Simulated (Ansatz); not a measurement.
# H4N2Si: the cost of one run

Program: Ansatz 0.2.0. Level of theory: RKS B3LYP-D4/def2-SVP. These are calculated values, not measurements.

1 further run of the same task is left out (it didn't finish).

## (1) The structure to begin with

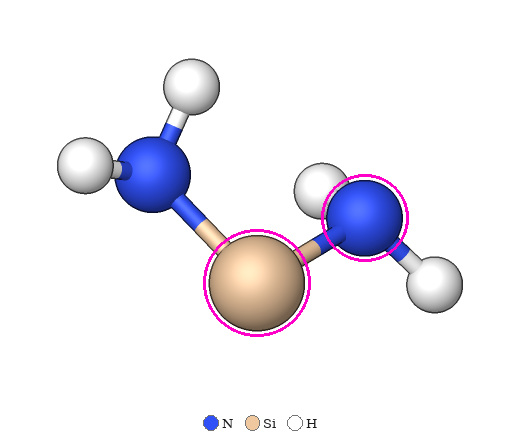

Start, viewed from a free direction; nitrogen blue, silicon light orange, hydrogen white. Ringed: Si2, N3.

Coordinates:

```xyz
7

N    -0.9757    0.4178   -0.5039
Si   -0.1970   -1.0088   -0.4107
N     0.9983   -0.3536    0.5437
H    -1.9325    0.3210   -0.7355
H    -1.0118    0.8846    0.3911
H     1.2706    0.5764    0.1783
H     1.9094   -0.9054    0.4913
```

## (2) End point A

The input, input.yaml:

```yaml
crystal:
  periodic: [false, false, false]
  atoms:
    - { symbol: "N", position_ang: [-0.9757, 0.4178, -0.5039] }
    - { symbol: Si, position_ang: [-0.197, -1.0088, -0.4107] }
    - { symbol: "N", position_ang: [0.9983, -0.3536, 0.5437] }
    - { symbol: H, position_ang: [-1.9325, 0.321, -0.7355] }
    - { symbol: H, position_ang: [-1.0118, 0.8846, 0.3911] }
    - { symbol: H, position_ang: [1.2706, 0.5764, 0.1783] }
    - { symbol: H, position_ang: [1.9094, -0.9054, 0.4913] }
basis:
  gaussian: { orbitals: def2-SVP }
hamiltonian:
  xc: b3lyp
  dispersion: d4
relax:
  f_tol: 0.015
  max_steps: 40
```

Launch:

```sh
ansatz run input.yaml --threads 1 --pin off --max-ram 2048MiB --backend cpu --events-out ev --progress --plain --runs-dir out
```

What time and memory should one allow on 1 thread of Arm Neoverse V2, shared host?

About 17 s, with a peak of 0.12 GiB.
